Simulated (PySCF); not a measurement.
**NMR shielding calculation, with input and output: C₂H₉Cl₂NSi₄**

- system: C₂H₉Cl₂NSi₄
- method: GIAO PBE0/pcSseg-1 NMR shielding, non-relativistic, gas phase (PySCF 2.14.0)

The geometry comes from this level: GFN2-xTB. It belongs to a series of runs on one base structure; here: H on Si replaced by N=CH2. Figures and captions count atoms from 1; the log counts them from 0 in places.

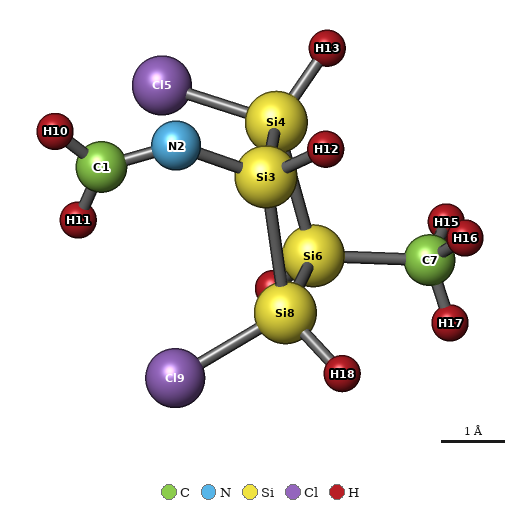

Figure 1. The structure as given in the input (ball-and-stick view, seen at a tilt; atoms are numbered from 1 in the order of the input).

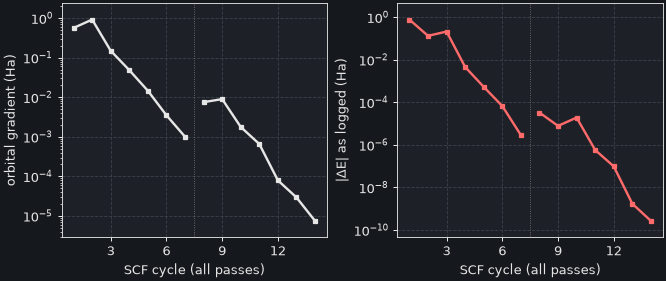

Figure 2. Convergence of the self-consistent field: orbital gradient and size of the energy change against the SCF cycle. The dotted line marks the change from a coarse to the final integration grid. The first 7 cycles use a coarse grid, the final grid takes over at cycle 8, and the field converges after 14 cycles in all.

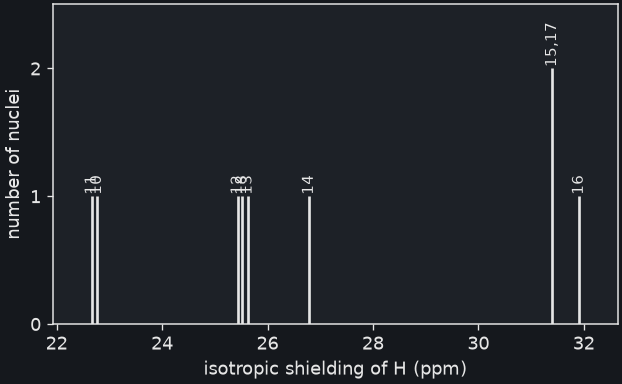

Figure 3. Isotropic shieldings of the hydrogen nuclei in this fixed geometry, labelled by atom number; shielding grows to the right, so chemical shift grows to the left. The least shielded is H11 (22.7 ppm), the most shielded H16 (31.9 ppm).

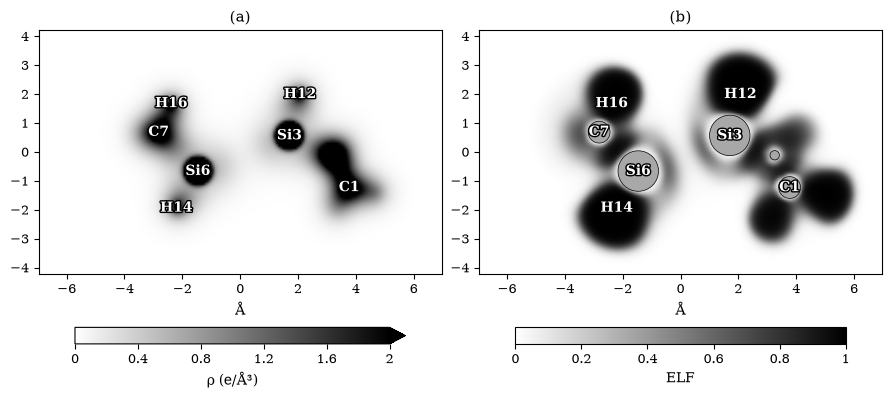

Figure 4. (a) electron density; (b) electron localisation function on the plane of atoms C7, Si6 and H14. Grey discs, where drawn, cover atomic cores. Atoms in the plane: C, Si and H.

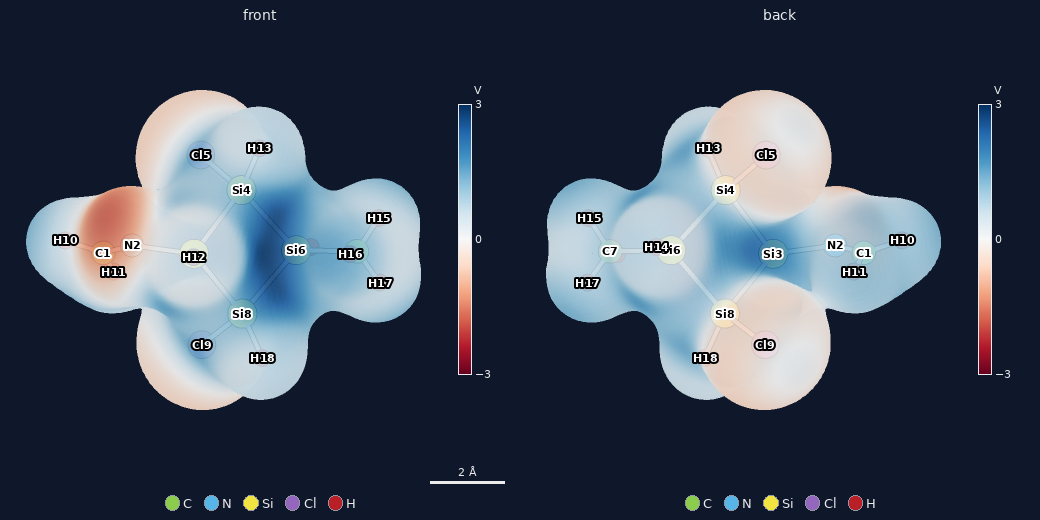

Figure 5. The molecular electrostatic potential painted on the density surface at 0.004 e/bohr³, seen face on and from behind; the colour scale runs from red (negative) to blue (positive). Its dipole moment is 2.10 D.

The input and output of the run follow.

### Input file
```
{"job": {"kind": "nmr", "xc": "PBE0", "basis": "pcSseg-1"}, "charge": 0, "multiplicity": 1}
C     -3.574677    -0.676659     0.139097
N     -2.766550    -0.431781     1.065773
Si    -1.058254    -0.373989     1.192415
Si    -0.187774     1.644172     0.266758
Cl    -1.555689     2.512181    -0.996572
Si     1.462925     0.414975    -0.941130
C      3.163728     0.590186    -0.096603
Si     0.403532    -1.604725    -0.238366
Cl    -0.654445    -2.478810    -1.780145
H     -4.638258    -0.543438     0.318194
H     -3.299452    -1.033542    -0.855302
H     -0.927942    -0.607603     2.635881
H      0.161169     2.759191     1.156891
H      1.714253     0.706870    -2.366122
H      3.566073     1.592662    -0.201057
H      3.089411     0.378324     0.965896
H      3.892432    -0.096597    -0.515326
H      1.200758    -2.745100     0.238061
```

The first line tells a small driver script what to run in PySCF; the rest is the geometry in Å.

Command:
```bash
OMP_NUM_THREADS=1 python <driver script> task.json out
```

### What the program printed
```
coarse grid: 18560 points
cycle   1  E = -2213.6701657610  dE =  7.725e-01  |g| = 5.657e-01  |ddm| = 4.147e+00
cycle   2  E = -2213.5372789974  dE =  1.329e-01  |g| = 9.205e-01  |ddm| = 1.873e+00
cycle   3  E = -2213.7485488643  dE = -2.113e-01  |g| = 1.498e-01  |ddm| = 1.314e+00
cycle   4  E = -2213.7531101837  dE = -4.561e-03  |g| = 4.850e-02  |ddm| = 1.883e-01
cycle   5  E = -2213.7536419844  dE = -5.318e-04  |g| = 1.460e-02  |ddm| = 7.263e-02
cycle   6  E = -2213.7537090549  dE = -6.707e-05  |g| = 3.504e-03  |ddm| = 2.566e-02
cycle   7  E = -2213.7537119385  dE = -2.884e-06  |g| = 1.007e-03  |ddm| = 4.661e-03
final grid: 152952 points
cycle   8  E = -2213.7989740434  dE = -3.309e-05  |g| = 7.523e-03  |ddm| = 2.164e-02
cycle   9  E = -2213.7989662291  dE =  7.814e-06  |g| = 8.993e-03  |ddm| = 1.636e-02
cycle  10  E = -2213.7989854248  dE = -1.920e-05  |g| = 1.778e-03  |ddm| = 1.039e-02
cycle  11  E = -2213.7989860005  dE = -5.757e-07  |g| = 6.589e-04  |ddm| = 2.004e-03
cycle  12  E = -2213.7989860988  dE = -9.824e-08  |g| = 7.935e-05  |ddm| = 6.108e-04
cycle  13  E = -2213.7989861005  dE = -1.723e-09  |g| = 2.941e-05  |ddm| = 1.792e-04
cycle  14  E = -2213.7989861008  dE = -2.692e-10  |g| = 7.502e-06  |ddm| = 5.465e-05
converged SCF energy = -2213.7989861008

GIAO shielding tensors (ppm)
atom      isotropic    diamagn.    paramagn.     s11        s22        s33       span
  0 C        5.833     253.571    -247.738    -88.216    -26.023    131.738    219.954
  1 N     -133.690     329.947    -463.637   -541.012   -154.681    294.621    835.633
  2 Si     390.323     880.539    -490.216    356.520    398.130    416.319     59.799
  3 Si     344.812     879.302    -534.490    285.086    355.452    393.898    108.811
  4 Cl    1047.773    1149.525    -101.751    954.034   1083.784   1105.502    151.468
  5 Si     387.130     881.719    -494.590    362.846    376.575    421.968     59.122
  6 C      195.593     252.653     -57.060    188.827    194.078    203.873     15.046
  7 Si     345.339     879.424    -534.085    280.182    363.652    392.182    112.001
  8 Cl    1057.204    1149.531     -92.327    974.762   1089.153   1107.696    132.934
  9 H       22.765      25.820      -3.055     21.641     22.713     23.943      2.302
 10 H       22.664      32.114      -9.450     20.002     22.354     25.637      5.635
 11 H       25.432      30.046      -4.613     22.363     23.858     30.076      7.712
 12 H       25.623      29.326      -3.703     21.556     24.556     30.758      9.203
 13 H       26.786      30.345      -3.559     23.924     24.967     31.467      7.543
 14 H       31.389      29.004       2.386     26.053     28.667     39.448     13.394
 15 H       31.908      31.875       0.032     27.072     30.504     38.147     11.075
 16 H       31.408      28.942       2.466     26.149     28.539     39.536     13.387
 17 H       25.517      29.563      -4.047     21.550     24.753     30.247      8.697
```

### Summary

| quantity | value |
| --- | --- |
| outcome | converged |
| total energy | −2213.798986 hartree |
| HOMO | −6.75 eV |
| LUMO | −2.29 eV |
| dipole moment | 2.10 D |
| isotropic shielding, C | 5.8 to 195.6 ppm |
| isotropic shielding, N | −133.7 ppm |
| isotropic shielding, Si | 344.8 to 390.3 ppm |
| isotropic shielding, Cl | 1047.8 to 1057.2 ppm |
| isotropic shielding, H | 22.7 to 31.9 ppm |
| hardware | 1 CPU thread, shared host |
| wall time | 2.7 min |
| peak memory | 1.1 GiB |
